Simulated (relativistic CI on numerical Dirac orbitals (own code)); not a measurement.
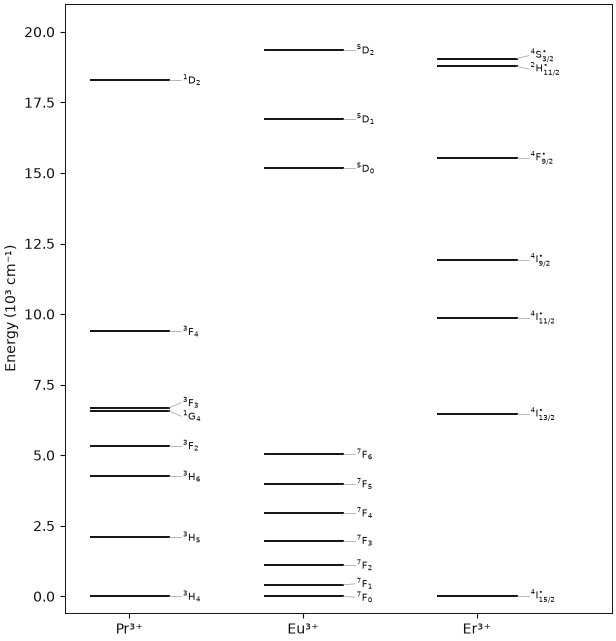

Dieke-type diagram of computed free-ion levels up to 20,000 cm⁻¹. Method of calculation: relativistic configuration interaction, KLI exchange-only orbitals, Breit term, model QED, valence Slater integrals scaled by 0.8 (in-house radial CI code). One f configuration each; labels give the leading LS term, or J alone where it holds under half of the level.

Question: Which gaps would favour luminescence? List them ion by ion.

Answer: Pr³⁺ (4f²), ground level ³H₄, first excited level ³H₅ at 2,090 cm⁻¹, largest gap 8,910 cm⁻¹ from ³F₄ to ¹D₂; Eu³⁺ (4f⁶), ground level ⁷F₀, first excited level ⁷F₁ at 407 cm⁻¹, largest gap 10,100 cm⁻¹ from ⁷F₆ to ⁵D₀; Er³⁺ (4f¹¹), ground level ⁴I°₁₅/₂, first excited level ⁴I°₁₃/₂ at 6,440 cm⁻¹, largest gap 6,440 cm⁻¹ from ⁴I°₁₅/₂ to ⁴I°₁₃/₂.
